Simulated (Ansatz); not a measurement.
# HF/STO-3G run of AlF3 (SMILES [F][Al]([F])[F])

What is the electronic atomisation energy of AlF3 at HF/STO-3G? 

Program for the calculation: Ansatz 0.2.0.

38 further runs of the same task are left out: 6 that didn't finish, 32 set aside as unsound or not needed.

**1. The structure to begin with**

AlF3: 4 atoms, total charge 0, spin state singlet. SMILES: `[F][Al]([F])[F]`. The shape comes from GFN2-xTB, which is rough for such elements, and wasn't checked as a minimum.

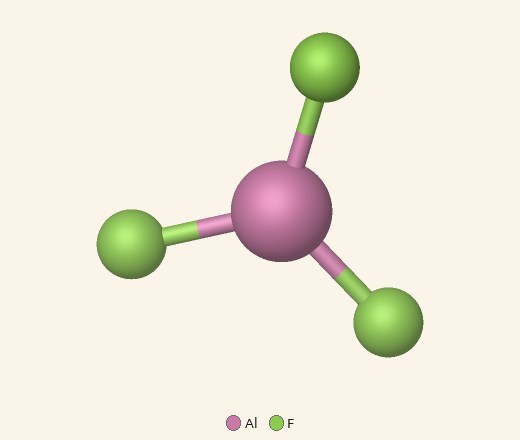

Viewed from a chosen angle; aluminium pink, fluorine green.

**2. A single-point energy at HF/STO-3G**

Contents of run.yaml:

```yaml
basis:
  gaussian:
    orbitals: STO-3G
crystal:
  periodic: [false, false, false]
  atoms:
    - symbol: Al
      position_ang: [-0.000200, -0.000290, -0.001260]
    - symbol: F
      position_ang: [1.630840, -0.027090, 0.013490]
    - symbol: F
      position_ang: [-0.791540, 1.425990, -0.016640]
    - symbol: F
      position_ang: [-0.839100, -1.398610, 0.004400]
hamiltonian:
  xc: hf
accuracy: high
```

Launch:

```console
$ ansatz run run.yaml --threads 1 --pin off --max-ram 2610MiB --events-out events.jsonl --progress --plain --runs-dir runs
```

Log:

```text
Warning: RAYON_NUM_THREADS=1 ignored (pool sized by the plan → 1); use --threads N
Functional definition: HF
  name "HF"
  exchange = exact_x
  correlation = 0
448 factors; integrals over basis functions are off by at most 4.3e-8 eV
mean field evaluation 1: about -14506.9252 eV, gradient 2.9e1 eV
mean field evaluation 2: about -14506.9549 eV, gradient 2.9e1 eV
mean field evaluation 4: about -14510.4035 eV, gradient 8.9e-1 eV
mean field evaluation 8: about -14510.4058 eV, gradient 8.6e-6 eV
mean field -14510.40580721 eV, -533.2475779086 hartree, gradient 9.6e-8 eV, S^2 0.000000; 0 other end points of the search recorded, 0 dependent functions left out
reference -14510.40580721 eV, -533.2475779086 hartree; 20, 20 occupied and 4, 4 virtual orbitals, 448 factors
Total energy: -14510.40580721 eV, -533.2475779086 hartree
```

Wall time 0.14 s (1 thread of Arm Neoverse V1, shared host).

**3. The Al atom, same level**

Contents of in.yaml:

```yaml
crystal:
  periodic: [false, false, false]
  atoms:
    - symbol: Al
      position_ang: [0.000000, 0.000000, 0.000000]
basis:
  gaussian: {orbitals: STO-3G}
magnetization: {spin_polarized: true, initial_magnetization: 1}
accuracy: high
hamiltonian: {xc: hf}
```

Launch:

```console
$ ansatz run in.yaml --threads 1 --pin off --max-ram 2610MiB --events-out events.jsonl --progress --plain --runs-dir runs
```

Log:

```text
Warning: RAYON_NUM_THREADS=1 ignored (pool sized by the plan → 1); use --threads N
[... 4 set-up lines as earlier in the session ...]
42 factors; integrals over basis functions are off by at most 1.7e-9 eV
mean field evaluation 1: about -6499.6647 eV, gradient 7.7e-1 eV
mean field evaluation 2: about -6499.6653 eV, gradient 7.7e-1 eV
mean field evaluation 4: about -6499.6671 eV, gradient 3.6e-6 eV
mean field evaluation 8: about -6499.6667 eV, gradient 3.4e-1 eV
mean field -6499.66714747 eV, -238.8583620369 hartree, gradient 5.8e-9 eV, S^2 0.750003; 0 other end points of the search recorded, 0 dependent functions left out
reference -6499.66714747 eV, -238.8583620369 hartree; 7, 6 occupied and 2, 3 virtual orbitals, 42 factors
Total energy: -6499.66714747 eV, -238.8583620369 hartree
```

Run time: 0.04 s. Hardware: 1 thread of Arm Neoverse V1, shared host.

**4. The F atom at the same level**

Contents of molecule.yaml:

```yaml
crystal:
  periodic: [false, false, false]
  atoms:
    - {symbol: F, position_ang: [0.000000, 0.000000, 0.000000]}
basis:
  gaussian:
    orbitals: STO-3G
magnetization:
  spin_polarized: true
  initial_magnetization: 1
hamiltonian:
  xc: hf
accuracy: high
```

Run the same way, it converges to -97.98651 Eh (log not shown).

**5. Results**

At HF/STO-3G:

| quantity | value |
| --- | --- |
| molecule: total energy | -533.24758 Eh |
| Al atom: total energy | -238.85836 Eh |
| Al atom: ⟨S²⟩ | 0.750 |
| F atom: total energy | -97.98651 Eh |
| F atom: ⟨S²⟩ | 0.750 |
| electronic atomisation energy | 11.693 eV |

**Reading.** Taking the molecule apart into free atoms costs 11.69 eV (1128 kJ/mol), before zero-point energy and without spin-orbit coupling. Hartree–Fock lacks the correlation of the bonding pairs, which as a rule makes this value much too low; in minimal bases other errors can mask that. In a minimal basis such a difference can be off by several eV, whatever the method.
